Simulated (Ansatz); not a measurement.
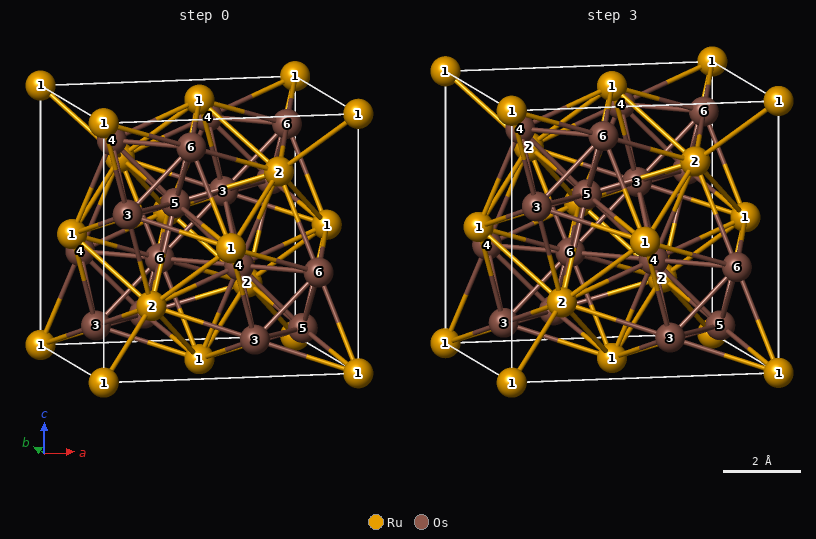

The structure of crystalline Os2Ru (built on the cubic Laves (C15)_227 type) (coarse preliminary run) before (left) and after (right) a relaxation, at one scale.

A ball-and-stick model of the conventional cell (4 times the calculation's cell), seen slightly off an axis. Lengths and directions refer to the drawn axes.

Case: cubic Laves (C15) type (Fd-3m, No. 227).

The calculation used Ansatz, DFT PBE, scalar-relativistic, plane waves, PAW.

Input
```yaml
crystal:
  lattice:
    - [0.0, 3.4181884783, 3.4181884783]
    - [3.4181884783, 0.0, 3.4181884783]
    - [3.4181884783, 3.4181884783, 0.0]
  atoms:
    - { symbol: Ru, position: [0.0, 0.0, 0.0] }
    - { symbol: Ru, position: [0.25, 0.25, 0.25] }
    - { symbol: Os, position: [0.625, 0.625, 0.625] }
    - { symbol: Os, position: [0.125, 0.625, 0.625] }
    - { symbol: Os, position: [0.625, 0.625, 0.125] }
    - { symbol: Os, position: [0.625, 0.125, 0.625] }
basis:
  ecutwfc: 420
kpoints:
  mp_grid: { grid: [4, 4, 4] }
hamiltonian:
  xc: pbe
scf:
  occupations: { method: gaussian, width: 0.1 }
  lower_state_search: "off"
output:
  forces: true
  stress: true
  eigenvalues: true
relax:
  adjacent_minimum: "off"
  f_tol: 0.04
  max_steps: 70
  cell: { stress_tol: 0.4 }
```

Run as
```bash
ansatz run input.yaml --threads 1 --pin off --max-ram 2560MiB --backend cpu --events-out ev --progress --plain --runs-dir out
```

**Summarise the run.**

The energy falls by 1.954 eV per cell of the calculation in 2 accepted moves (3 points after the start). All forces vanish by symmetry, so only the cell relaxes. Pressure: 59.54 GPa at the start and −0.16 GPa at the end. At 1 point the geometry stayed and the basis and grid were re-selected for the new cell (energy shift of 6.0 meV per cell of the calculation at most each time). No atom moves by more than 0.005 Å relative to the cell. The drawn cell changes as follows: a = b = c 6.836 → 7.164 Å (+4.8 %); the volume changes by +15.1 %. Some distances before and after: Ru1–Ru2 2.960 → 3.102 Å, Ru1–Os3 2.834 → 2.970 Å, Os3–Os4 2.417 → 2.533 Å. The space group stays Fd-3m (No. 227). The run took 12 s on 1 thread of Intel(R) Xeon(R) Platinum 8488C (Sapphire Rapids) (shared host), peak memory 0.41 GiB.
